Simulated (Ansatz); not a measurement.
A series of calculations on CH6GaN

Part 1: Relaxation

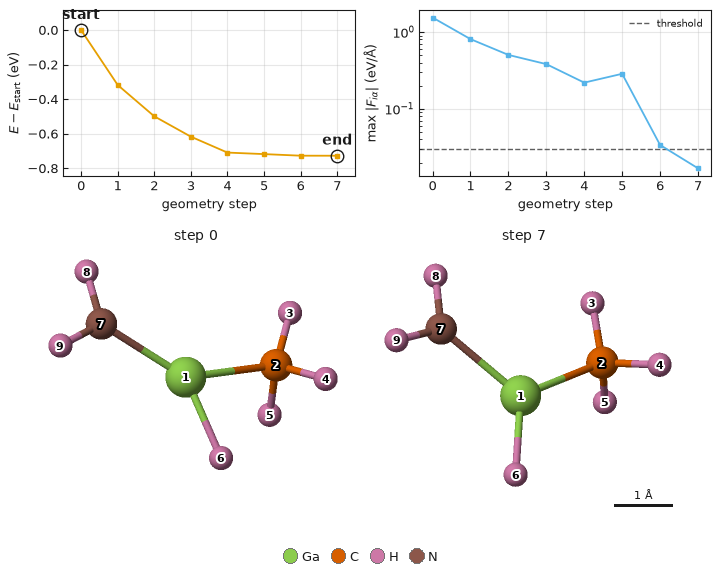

First and last geometry of a relaxation of CH$_{6}$GaN, with the history of the run. The picture is a ball-and-stick view, seen at a tilt.

The run prepares an end point of a later path (reaction) calculation, from a guessed geometry.

All numbers below come from RKS PBE-D4/def2-SVP (Ansatz 0.2.0).

Input
```yaml
crystal:
  periodic: [false, false, false]
  atoms:
    - { symbol: Ga, position_ang: [0.219224, 0.100511, -0.018391] }
    - { symbol: C, position_ang: [1.003614, -0.111023, 1.765781] }
    - { symbol: H, position_ang: [0.44955, -0.433659, 2.671891] }
    - { symbol: H, position_ang: [1.860295, -0.800207, 1.604202] }
    - { symbol: H, position_ang: [1.436163, 0.896705, 1.947222] }
    - { symbol: H, position_ang: [1.675064, 0.473501, -0.434515] }
    - { symbol: "N", position_ang: [-1.38072, -0.04552, -0.846112] }
    - { symbol: H, position_ang: [-2.25382, -0.240726, -0.356234] }
    - { symbol: H, position_ang: [-1.52447, 0.160417, -1.836144] }
basis:
  gaussian: { orbitals: def2-SVP }
hamiltonian:
  xc: pbe
  dispersion: d4
relax:
  f_tol: 0.03
  max_steps: 50
```

Run as
```bash
ansatz run input.yaml --threads 2 --pin off --max-ram 3072MiB --backend cpu --events-out ev --progress --plain --runs-dir out
```

### Read the history and describe the run.

It converged. The energy falls by 0.727 eV in 7 geometry steps. The largest force component goes from 1.5 to 0.017 eV/Å. H6 moves most after the best rigid fit: 0.85 Å. Largest moves by element: H 0.85 Å, Ga 0.35 Å, N 0.25 Å, C 0.06 Å. Some distances before and after: Ga1–N7 1.807 → 1.829 Å, Ga1–H6 1.559 → 1.577 Å, Ga1–C2 1.960 → 1.974 Å. Bond angles that change, for instance: C2–Ga1–H6 84.0° → 127.0°, C2–Ga1–N7 139.7° → 117.9°, H6–Ga1–N7 136.4° → 115.0°. Cost: 17 s on 2 threads of Intel(R) Xeon(R) Platinum 8259CL CPU @ 2.50GHz (Skylake/Cascade Lake), on a shared host, peak memory 0.15 GiB.

Part 2: Relaxation

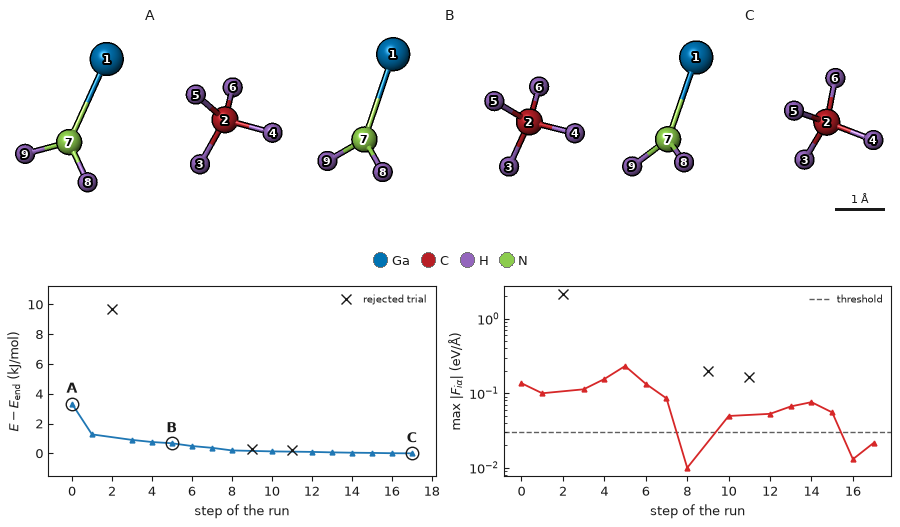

Frames of a relaxation of CH$_{6}$GaN, marked on the history of the run. A ball-and-stick model, seen at a tilt.

The run prepares an end point of a later path (reaction) calculation, from a guessed geometry.

Method: Ansatz 0.2.0, RKS PBE-D4/def2-SVP.

The input:
```yaml
crystal:
  periodic: [false, false, false]
  atoms:
    - { symbol: Ga, position_ang: [0.248901, 0.766625, -1.317839] }
    - { symbol: C, position_ang: [1.3188, -0.146484, 1.53888] }
    - { symbol: H, position_ang: [0.356344, -0.689966, 1.504635] }
    - { symbol: H, position_ang: [1.904758, -0.49872, 2.409555] }
    - { symbol: H, position_ang: [1.137315, 0.940547, 1.637659] }
    - { symbol: H, position_ang: [1.895627, -0.345276, 0.613278] }
    - { symbol: "N", position_ang: [-1.431321, 0.122509, -0.73999] }
    - { symbol: H, position_ang: [-1.667198, -0.283013, 0.174232] }
    - { symbol: H, position_ang: [-2.278326, 0.133778, -1.32271] }
basis:
  gaussian: { orbitals: def2-SVP }
hamiltonian:
  xc: pbe
  dispersion: d4
relax:
  f_tol: 0.03
  max_steps: 50
```

Launched with:
```bash
ansatz run input.yaml --threads 2 --pin off --max-ram 3072MiB --backend cpu --events-out ev --progress --plain --runs-dir out
```

Question: Describe the path.

Answer: Over 14 accepted moves (17 points after the start) the energy falls by 3.33 kJ/mol. Largest force component: 0.14 eV/Å at the start, 0.022 eV/Å at the end. The line search rejected the trial steps at points 2, 9, 11 of the run. The forces were under the threshold at step 8, but the run went on from there. H8 moves most after the best rigid fit: 0.58 Å. Largest moves by element: H 0.58 Å, Ga 0.52 Å, N 0.07 Å, C 0.06 Å. Among the angles between lasting bonds that change: Ga1–N7–H8 127.6° → 125.4°. From step 0 to 5: Ga1 moves most (0.33 Å), energy −2.65 kJ/mol. From step 5 to 17: Ga1 moves most (0.31 Å), energy −0.68 kJ/mol.

Limits of the set-up: the start holds two separate molecules, 2.5 Å apart at their closest, whose relative position is a soft coordinate.

Part 3: Path

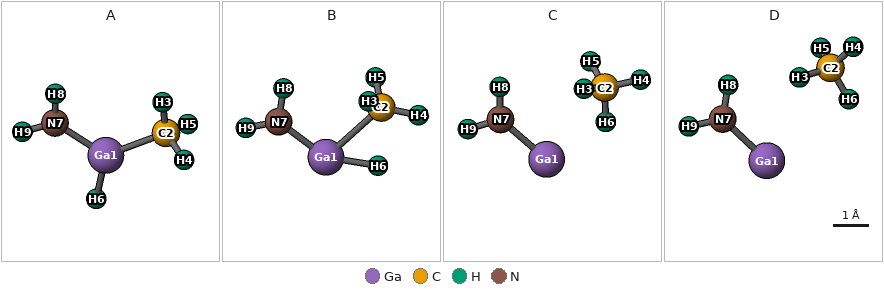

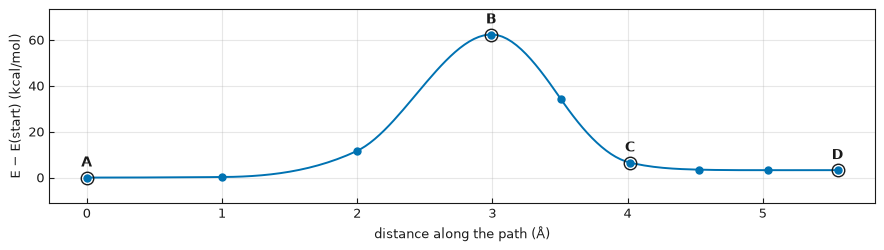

A nudged-elastic-band calculation for CH₆GaN. Images are numbered from 0 (start) to 8 (end). Frames A to D are images 0, 3, 5, 8. Style: ball-and-stick. Shown from a free direction.

Method: RKS PBE-D4/def2-SVP (Ansatz). Run with 7 movable images; climbing image; force threshold 0.05 eV/Å; iteration limit 60; starting path through a guess of the saddle point.

Question: Read off the barrier and say what moves.

Answer: Breaking: Ga1–C2 (1.97 → 2.31 at the top → 3.66 Å), Ga1–H6 (1.58 → 1.54 at the top → 3.26 Å). Forming: C2–H6 (3.18 → 1.87 at the top → 1.11 Å). Forward barrier 62.4 kcal/mol, backward barrier 59.1 kcal/mol, with image 3 at the top; the reaction energy is +3.2 kcal/mol. The band converged in 20 iterations. The largest component of the band force went from 18 to 0.032 eV/Å. The climbing image converged on the top of the path. Its vibrational analysis gives one imaginary mode (1104i cm⁻¹), as a transition state must have.

The run took 4.3 min on 2 threads of Intel(R) Xeon(R) Platinum 8259CL CPU @ 2.50GHz (Skylake/Cascade Lake), on a shared host, peak memory 0.15 GiB.
